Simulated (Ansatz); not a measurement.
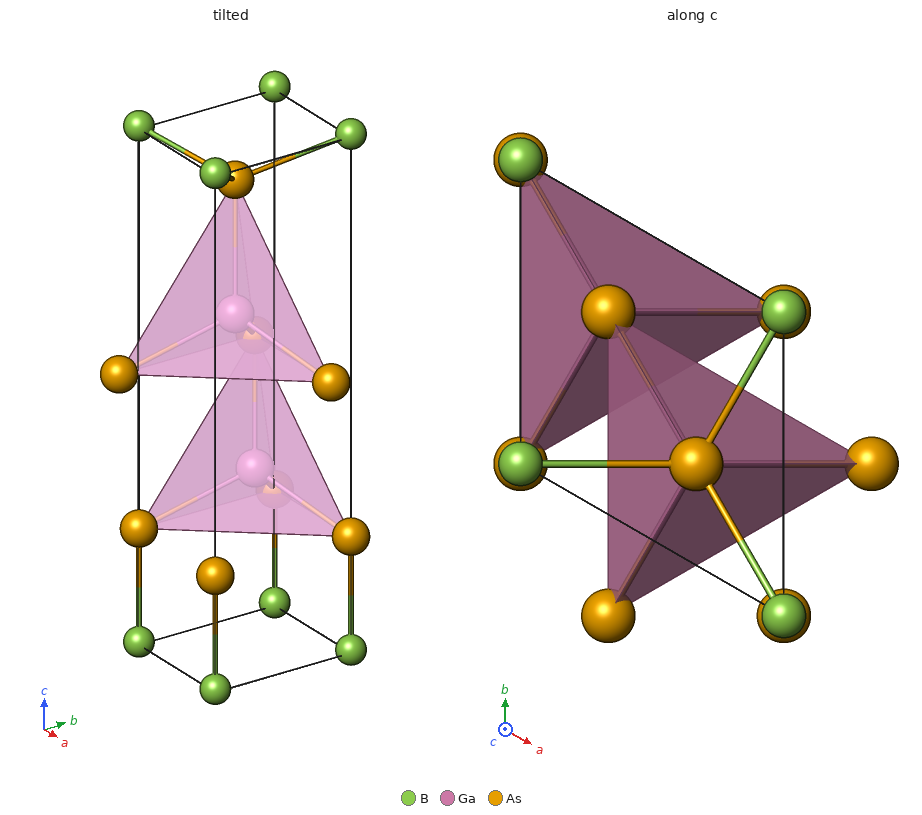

An orthographic polyhedral view of the structure, slightly off an axis and along the c axis. The wireframe shows the conventional unit cell. Some neighbours outside the box are added.

Ga$_{2}$BAs$_{3}$, space group P3m1 (No. 156), a = 3.809 Å, b = 3.809 Å, c = 9.414 Å, α = 90.00°, β = 90.00°, γ = 120.00°. The structure comes from a structure type filled with these elements by a generator (whether the compound takes this form wasn't checked). Earlier steps of the study, as a rule a relaxation of our own, may have changed the cell and positions, so they can lie some per cent off the listed ones. A calculation with Ansatz used it as input.

This one geometry was computed with Ansatz (DFT, plane waves, PAW) at three levels of theory: r2SCAN, PBE and HSE06. It was relaxed beforehand with r2SCAN.

Question: Which level gives the highest pressure at this volume, and what does that say about its equilibrium volume?

Answer: Highest: PBE (2.6 GPa), which points to the largest equilibrium volume. Lowest, with the smallest volume: r2SCAN (0.0 GPa) and HSE06 (0.2 GPa). Levels within 0.5 GPa of each other can't be told apart.

Question: How does the band gap change with the level of theory?

Answer: PBE: a gap of 0.12 eV, direct; r2SCAN: a gap of 0.34 eV, direct; HSE06: a gap of 0.78 eV, direct.

Question: Collect the results in a table.

Answer:
| level | cutoff (eV) | k-mesh of the run's cell | gap (eV) | pressure (GPa) |
| --- | --- | --- | --- | --- |
| r2SCAN | 500 | 12×12×4 | 0.34 | 0.0 |
| PBE | 420 | 12×12×4 | 0.12 | 2.6 |
| HSE06 | 420 | 6×6×2 | 0.78 | 0.2 |

Gaps are taken on the k-mesh or band path of each run.
